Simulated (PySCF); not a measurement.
# CaF: EPR parameters at several levels of theory

Aim: compute the EPR parameters of CaF (`[F][Ca]`) at several levels, and see how far they spread and what each costs.

The runs use PySCF 2.14.0, with density-fitted response routines of our own; the level of theory stands in each step. All values are computed, except where a source is named. Atoms count from 0, in the outputs and in this text.

### Step 1. The starting structure

2 atoms, charge 0, multiplicity 2; geometry from: GFN2-xTB.

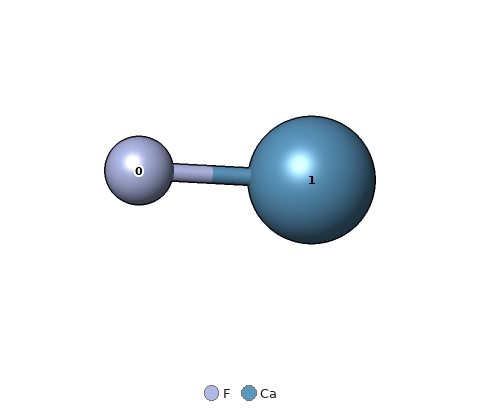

The starting geometry (fluorine light blue, calcium blue), atoms numbered.

### Step 2. Relaxing the molecule at PBE0-D3(BJ)/def2-SVP

The job: settings as JSON, then the geometry in Å.

```
{"job": {"xc": "PBE0", "basis": "def2-SVP", "d3": "d3bj", "grid": 1, "kind": "geom"}, "charge": 0, "multiplicity": 2}
F      0.929910    -0.005180    -0.006410
Ca    -0.924390     0.007720    -0.021890
```

Output:

```text
step   0  E = -777.04327078  max force = 0.034698
step   1  E = -777.04560743  max force = 0.002208
step   2  E = -777.04562009  max force = 0.000369
step   3  E = -777.04562061  max force = 0.000011
optimisation converged
```

Wall time 2.2 s (1 thread, shared host).

Relaxation path:

```csv
step,energy from step 0 (eV),largest force component (eV/Å)
0,0.0000,1.7842
1,-0.0636,0.1135
2,-0.0639,0.0190
3,-0.0639,0.0006
```

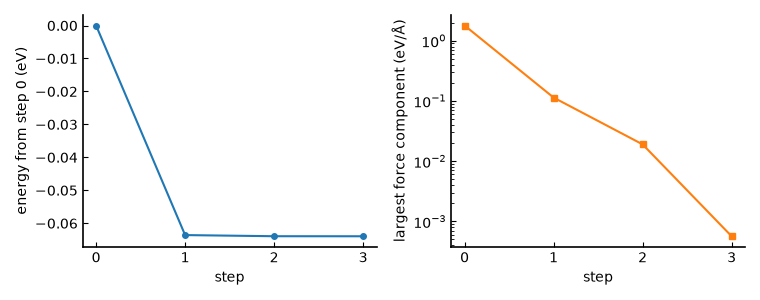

Energy and largest force along the relaxation.

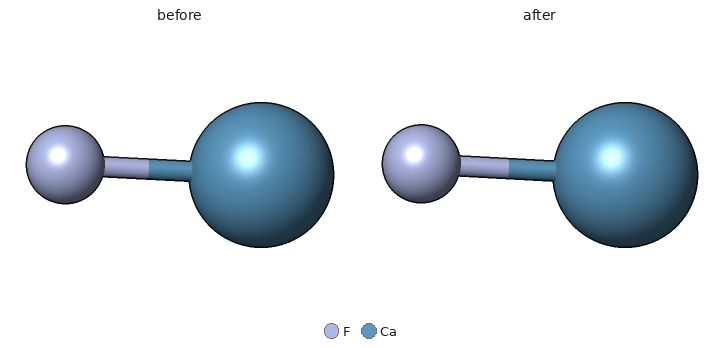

Before and after, at one scale.

The bond:

```csv
bond,before (Å),after (Å),change (Å)
F0–Ca1,1.854,1.931,+0.077
```

The end geometry stands in the next job.

```csv
at the end point,value
point group (found at 0.08 Å tolerance),C∞v
"rotational constants (GHz, main isotopes)","10.526, 10.526"
dipole moment (D),3.20
⟨S²⟩,0.750
```

### Step 3. EPR parameters: B3LYP/def2-TZVP-core+IGLO-III

The job: settings as JSON, then the geometry in Å.

```
{"job": {"kind": "epr"}, "charge": 0, "multiplicity": 2}
F      0.968211    -0.003757    -0.008111
Ca    -0.962691     0.006297    -0.020189
```

Level: UKS B3LYP, IGLO-III on F, def2-TZVP-core on Ca, non-relativistic, mean-field spin-orbit, GIAO.

Output:

```text
UKS, coarse grid
  cycle   1  E = -777.43789966  |g| = 6.73e-01
  cycle   2  E = -775.85480611  |g| = 2.18e+00
  cycle   3  E = -777.56223882  |g| = 6.28e-02
  cycle   4  E = -777.56408867  |g| = 4.02e-02
  cycle   5  E = -777.56471893  |g| = 9.53e-03
  cycle   6  E = -777.56475919  |g| = 1.32e-03
  cycle   7  E = -777.56476207  |g| = 4.05e-04
UKS, final grid
  cycle   1  E = -777.56485510  |g| = 5.57e-04
  cycle   2  E = -777.56485489  |g| = 1.09e-03
  cycle   3  E = -777.56485525  |g| = 4.16e-05
  cycle   4  E = -777.56485525  |g| = 2.83e-05
internal stability: stable
E = -777.56485525 Eh   <S^2> = 0.7501 (exact 0.7500)
g shifts (ppm)      1          2          3
  rmc           -64        -64        -64
  gc             15         15         11
  oz_so       -1609      -1608          0
  total       -1658      -1658        -54
hyperfine (MHz)  atom isotope    a_iso     a_fc   dipolar eigenvalues
    0   19F     130.23     130.42     -7.85     -7.85     15.70
    1  43Ca    -437.34    -437.53     -9.12      4.56      4.56
```

Wall time 13 s (1 thread, shared host).

Principal g values 2.00066, 2.00066, 2.00227; g(iso) = 2.00120, against 2.00232 for a free electron.

Hyperfine couplings, nucleus by nucleus at this fixed geometry (no averaging over rotations):

```csv
nuclei,isotope,a(iso) (MHz),"a(iso) (G, at g = 2.0023)",largest dipolar term (MHz),measured (MHz)
Ca1,43Ca,-437.3,-156.1,-9.1,–
F0,19F,130.2,46.5,15.7,122.0
```

Measured: gas; Aldegunde, Hutson, Hyperfine structure of 2Sigma molecules containing alkaline-earth atoms, arXiv:1711.09467. Many experiments give no sign.

Mulliken spin populations:

```csv
atom,value (e)
F0,-0.01
Ca1,1.01
```

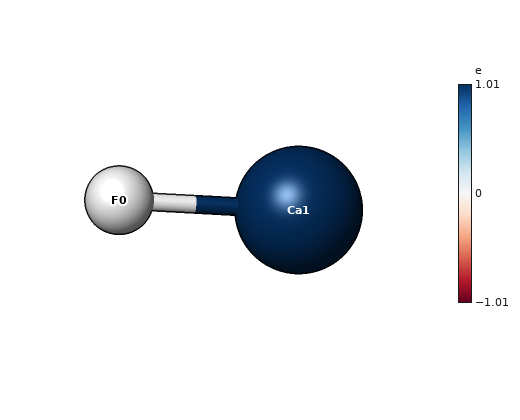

Mulliken spin populations, as colours on the atoms.

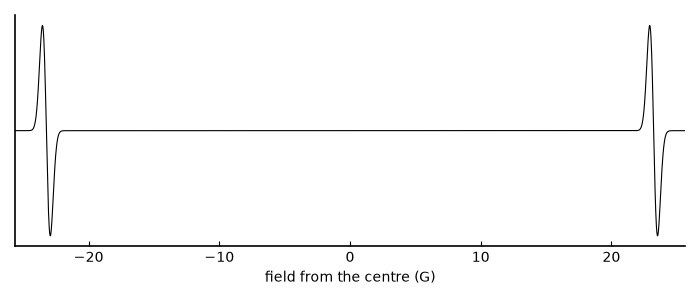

First-order isotropic spectrum (first derivative, main isotopes with spin only, couplings over 0.8 MHz, Gaussian width 0.3 G; couplings of the frozen geometry, rotation of groups not averaged beyond the rows shown).

### Step 4. EPR parameters: PBE/def2-TZVP-core+IGLO-III

The job: settings as JSON, then the geometry in Å.

```
{"job": {"kind": "epr", "xc": "PBE"}, "charge": 0, "multiplicity": 2}
F      0.968211    -0.003757    -0.008111
Ca    -0.962691     0.006297    -0.020189
```

Level: UKS PBE, IGLO-III on F, def2-TZVP-core on Ca, non-relativistic, mean-field spin-orbit, GIAO.

Output:

```text
UKS, coarse grid
  cycle   1  E = -777.10309193  |g| = 7.39e-01
  cycle   2  E = -771.24859006  |g| = 3.54e+00
  cycle   3  E = -777.22142153  |g| = 1.82e-01
  cycle   4  E = -777.22839937  |g| = 7.98e-02
  cycle   5  E = -777.23125107  |g| = 1.58e-02
  cycle   6  E = -777.23130826  |g| = 7.02e-03
  cycle   7  E = -777.23132667  |g| = 1.01e-03
  cycle   8  E = -777.23132748  |g| = 5.48e-04
UKS, final grid
  cycle   1  E = -777.23142445  |g| = 7.98e-04
  cycle   2  E = -777.23142358  |g| = 1.80e-03
  cycle   3  E = -777.23142464  |g| = 2.93e-04
  cycle   4  E = -777.23142467  |g| = 2.24e-05
  cycle   5  E = -777.23142467  |g| = 1.68e-06
internal stability: stable
E = -777.23142467 Eh   <S^2> = 0.7502 (exact 0.7500)
g shifts (ppm)      1          2          3
  rmc           -55        -55        -55
  gc             12         12          9
  oz_so       -1624      -1624          0
  total       -1667      -1667        -46
hyperfine (MHz)  atom isotope    a_iso     a_fc   dipolar eigenvalues
    0   19F     115.40     115.65     -8.94     -8.94     17.89
    1  43Ca    -404.23    -404.36     -8.44      4.22      4.22
```

Wall time 6.3 s (1 thread, shared host).

In short: g(iso) 2.00119.

### Step 5. g tensor and hyperfine couplings: PBE0/def2-TZVP-core+IGLO-III

The job: settings as JSON, then the geometry in Å.

```
{"job": {"kind": "epr", "xc": "PBE0"}, "charge": 0, "multiplicity": 2}
F      0.968211    -0.003757    -0.008111
Ca    -0.962691     0.006297    -0.020189
```

Level: UKS PBE0, IGLO-III on F, def2-TZVP-core on Ca, non-relativistic, mean-field spin-orbit, GIAO.

Output:

```text
UKS, coarse grid
  cycle   1  E = -777.14725381  |g| = 6.65e-01
  cycle   2  E = -776.30763251  |g| = 1.67e+00
  cycle   3  E = -777.26465398  |g| = 7.68e-02
  cycle   4  E = -777.26759308  |g| = 2.63e-02
  cycle   5  E = -777.26786466  |g| = 7.38e-03
  cycle   6  E = -777.26790339  |g| = 1.37e-03
  cycle   7  E = -777.26791101  |g| = 6.85e-04
UKS, final grid
  cycle   1  E = -777.26798288  |g| = 7.31e-04
  cycle   2  E = -777.26798275  |g| = 1.26e-03
  cycle   3  E = -777.26798322  |g| = 1.01e-04
  cycle   4  E = -777.26798324  |g| = 4.64e-05
  cycle   5  E = -777.26798325  |g| = 7.20e-06
internal stability: stable
E = -777.26798325 Eh   <S^2> = 0.7502 (exact 0.7500)
g shifts (ppm)      1          2          3
  rmc           -54        -54        -54
  gc             13         13          9
  oz_so       -1813      -1813          0
  total       -1855      -1855        -45
hyperfine (MHz)  atom isotope    a_iso     a_fc   dipolar eigenvalues
    0   19F     106.91     107.16     -9.68     -9.68     19.36
    1  43Ca    -396.36    -396.53     -9.38      4.69      4.69
```

Run time: 13 s. Hardware: 1 thread, shared host.

This run: g(iso) 2.00107.

### Step 6. EPR parameters: BHandHLYP/def2-TZVP-core+IGLO-III

The job: settings as JSON, then the geometry in Å.

```
{"job": {"kind": "epr", "xc": "BHandHLYP"}, "charge": 0, "multiplicity": 2}
F      0.968211    -0.003757    -0.008111
Ca    -0.962691     0.006297    -0.020189
```

With the program's defaults for keys left out, this is: UKS BHandHLYP, IGLO-III on F, def2-TZVP-core on Ca, non-relativistic, mean-field spin-orbit, GIAO.

Output:

```text
UKS, coarse grid
  cycle   1  E = -777.39604347  |g| = 5.98e-01
  cycle   2  E = -777.21089519  |g| = 9.70e-01
  cycle   3  E = -777.50967659  |g| = 4.46e-02
  cycle   4  E = -777.51076128  |g| = 8.37e-03
  cycle   5  E = -777.51086290  |g| = 3.70e-03
  cycle   6  E = -777.51089152  |g| = 1.15e-03
  cycle   7  E = -777.51089980  |g| = 3.73e-04
UKS, final grid
  cycle   1  E = -777.51096040  |g| = 2.01e-04
  cycle   2  E = -777.51096055  |g| = 1.43e-04
  cycle   3  E = -777.51096059  |g| = 8.94e-05
  cycle   4  E = -777.51096062  |g| = 2.99e-05
  cycle   5  E = -777.51096062  |g| = 4.51e-06
internal stability: stable
E = -777.51096062 Eh   <S^2> = 0.7501 (exact 0.7500)
g shifts (ppm)      1          2          3
  rmc           -65        -65        -65
  gc             16         16         11
  oz_so       -1789      -1788          0
  total       -1838      -1837        -54
hyperfine (MHz)  atom isotope    a_iso     a_fc   dipolar eigenvalues
    0   19F     128.52     128.66     -7.89     -7.89     15.77
    1  43Ca    -426.33    -426.56     -9.97      4.99      4.99
```

Wall time 9.8 s (1 thread, shared host).

Key values: g(iso) 2.00108.

### Step 7. EPR parameters: HF/def2-TZVP-core+IGLO-III

The job: settings as JSON, then the geometry in Å.

```
{"job": {"kind": "epr", "xc": "HF"}, "charge": 0, "multiplicity": 2}
F      0.968211    -0.003757    -0.008111
Ca    -0.962691     0.006297    -0.020189
```

Level: UKS HF, IGLO-III on F, def2-TZVP-core on Ca, non-relativistic, mean-field spin-orbit, GIAO.

Output:

```text
UKS, final grid
  cycle   1  E = -776.21696118  |g| = 4.96e-01
  cycle   2  E = -776.26652668  |g| = 4.06e-01
  cycle   3  E = -776.31165737  |g| = 2.27e-02
  cycle   4  E = -776.31301659  |g| = 9.69e-03
  cycle   5  E = -776.31346792  |g| = 5.30e-03
  cycle   6  E = -776.31363595  |g| = 2.35e-03
  cycle   7  E = -776.31367712  |g| = 8.71e-04
  cycle   8  E = -776.31368156  |g| = 1.96e-04
  cycle   9  E = -776.31368165  |g| = 6.43e-05
  cycle  10  E = -776.31368165  |g| = 2.43e-05
  cycle  11  E = -776.31368166  |g| = 1.20e-05
internal stability: stable
E = -776.31368166 Eh   <S^2> = 0.7503 (exact 0.7500)
g shifts (ppm)      1          2          3
  rmc           -48        -48        -48
  gc             13         13          8
  oz_so       -2397      -2395         -0
  total       -2432      -2430        -40
hyperfine (MHz)  atom isotope    a_iso     a_fc   dipolar eigenvalues
    0   19F      83.86      84.12    -10.43    -10.43     20.87
    1  43Ca    -346.14    -346.42    -10.76      5.38      5.38
```

Wall time 9.5 s (1 thread, shared host).

Key values: g(iso) 2.00069.

### Step 8. EPR parameters: CAM-B3LYP/def2-TZVP-core+IGLO-III

The job: settings as JSON, then the geometry in Å.

```
{"job": {"kind": "epr", "xc": "CAM-B3LYP"}, "charge": 0, "multiplicity": 2}
F      0.968211    -0.003757    -0.008111
Ca    -0.962691     0.006297    -0.020189
```

With the program's defaults for keys left out, this is: UKS CAM-B3LYP, IGLO-III on F, def2-TZVP-core on Ca, non-relativistic, mean-field spin-orbit, GIAO.

Output:

```text
UKS, coarse grid
  cycle   1  E = -777.42465044  |g| = 6.79e-01
  cycle   2  E = -777.07338962  |g| = 1.24e+00
  cycle   3  E = -777.55075978  |g| = 7.41e-02
  cycle   4  E = -777.55325399  |g| = 1.09e-02
  cycle   5  E = -777.55342646  |g| = 5.31e-03
  cycle   6  E = -777.55347692  |g| = 1.75e-03
  cycle   7  E = -777.55349869  |g| = 7.25e-04
  cycle   8  E = -777.55350155  |g| = 2.75e-04
UKS, final grid
  cycle   1  E = -777.55357489  |g| = 2.05e-04
  cycle   2  E = -777.55357497  |g| = 1.15e-04
  cycle   3  E = -777.55357499  |g| = 8.79e-05
  cycle   4  E = -777.55357501  |g| = 3.85e-05
  cycle   5  E = -777.55357501  |g| = 1.19e-05
internal stability: stable
E = -777.55357501 Eh   <S^2> = 0.7501 (exact 0.7500)
g shifts (ppm)      1          2          3
  rmc           -65        -65        -65
  gc             16         16         11
  oz_so       -1730      -1730          0
  total       -1779      -1779        -55
hyperfine (MHz)  atom isotope    a_iso     a_fc   dipolar eigenvalues
    0   19F     132.35     132.53     -8.17     -8.17     16.35
    1  43Ca    -446.81    -447.01     -9.70      4.85      4.85
```

It took 14 s on 1 thread, shared host.

Key values: g(iso) 2.00112.

### Step 9. Run by run: EPR parameters

g, ⟨S²⟩ and isotropic hyperfine couplings (MHz), with basis size and wall time:

```csv
run,g(iso),⟨S²⟩,43Ca Ca1,19F F0,functions,time
B3LYP/def2-TZVP-core+IGLO-III,2.00120,0.750,-437.3,130.2,106,13 s
PBE/def2-TZVP-core+IGLO-III,2.00119,0.750,-404.2,115.4,106,6.3 s
PBE0/def2-TZVP-core+IGLO-III,2.00107,0.750,-396.4,106.9,106,13 s
BHandHLYP/def2-TZVP-core+IGLO-III,2.00108,0.750,-426.3,128.5,106,9.8 s
HF/def2-TZVP-core+IGLO-III,2.00069,0.750,-346.1,83.9,106,9.5 s
CAM-B3LYP/def2-TZVP-core+IGLO-III,2.00112,0.750,-446.8,132.3,106,14 s
measured,–,–,–,122.0,–,–
```

Measured: gas; Aldegunde, Hutson, Hyperfine structure of 2Sigma molecules containing alkaline-earth atoms, arXiv:1711.09467.

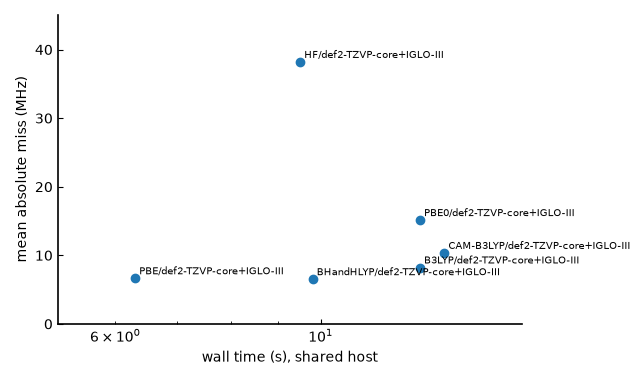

Cost against miss for the one measured hyperfine coupling.

### Step 10. Outcome

| quantity | value |
| --- | --- |
| point group | C∞v |
| rotational constants (main isotopes) | 10.53, 10.53 GHz |
| g(iso) (B3LYP) | 2.00120 |
| ⟨S²⟩ | 0.750 (exact 0.75) |
| largest a(iso) | 43Ca on Ca1, -437.3 MHz |

Single values in the summary come from the first run of each kind that ended normally (B3LYP/def2-TZVP-core+IGLO-III), which need not be the best level. The optimisation took 3 steps and gained 0.064 eV; among the close pairs (by a distance rule), F0–Ca1 changed most, from 1.854 to 1.931 Å. Most of the unpaired spin sits on Ca1 (1.01 e). The isotropic g lies 1.1 ppt below the free-electron value. In size, the one measured coupling is missed by 8.2 MHz; matrix, vibration and temperature are not in the model. The coupling of 43Ca on Ca1 runs from -446.8 (CAM-B3LYP/def2-TZVP-core+IGLO-III) to -346.1 MHz (HF/def2-TZVP-core+IGLO-III). For the one measured hyperfine coupling, BHandHLYP/def2-TZVP-core+IGLO-III misses least (6.5 MHz, 9.8 s) and HF/def2-TZVP-core+IGLO-III most (38.2 MHz, 9.5 s); the quickest, PBE/def2-TZVP-core+IGLO-III, misses by 6.6 MHz in 6.3 s. One molecule ranks no method: errors cancel, and vibration and temperature are missing from all runs.
